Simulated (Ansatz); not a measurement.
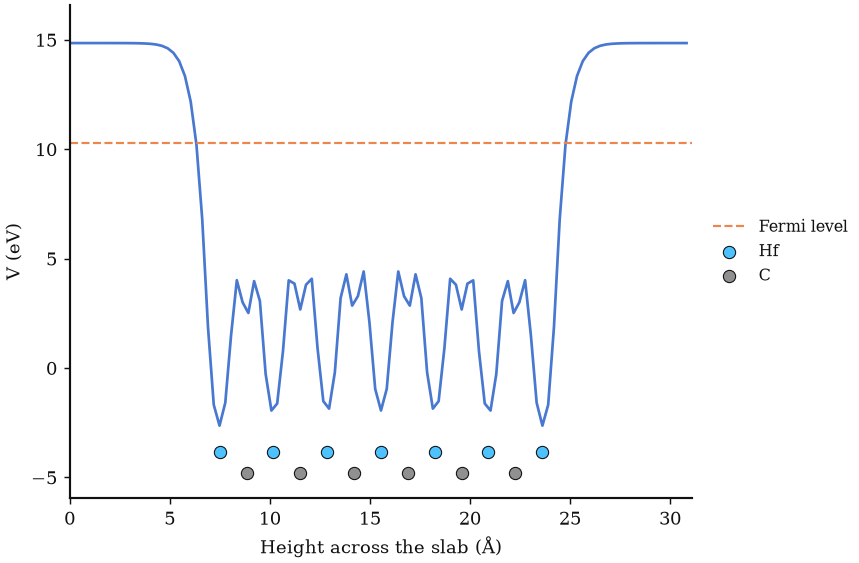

Plane-averaged electrostatic potential energy of an electron across the slab; circles at the bottom mark the heights of the atoms.

System: a (111) slab cut from HfC (Fm-3m), of composition Hf7C6 (not the bulk's), ended by Hf planes, 13 atoms in the cell, repeats removed: −2.

Level of theory: DFT PBE, scalar-relativistic, plane waves, PAW, no spin polarisation, 12×12×1 k mesh; code Ansatz.

Q: What is the work function?

A: The work function is 4.57 eV, the same on both faces. The two vacuum levels agree, so the slab has no net dipole along its normal.

Q: How thick are slab and vacuum?

A: The outermost atoms are 16.1 Å apart, which leaves 15.0 Å of vacuum in a cell 31.1 Å high.

The atoms aren't at rest in this cell (largest force 1.5 eV/Å), so the relaxed material can differ. Spin-orbit coupling is left out, which matters for Hf.
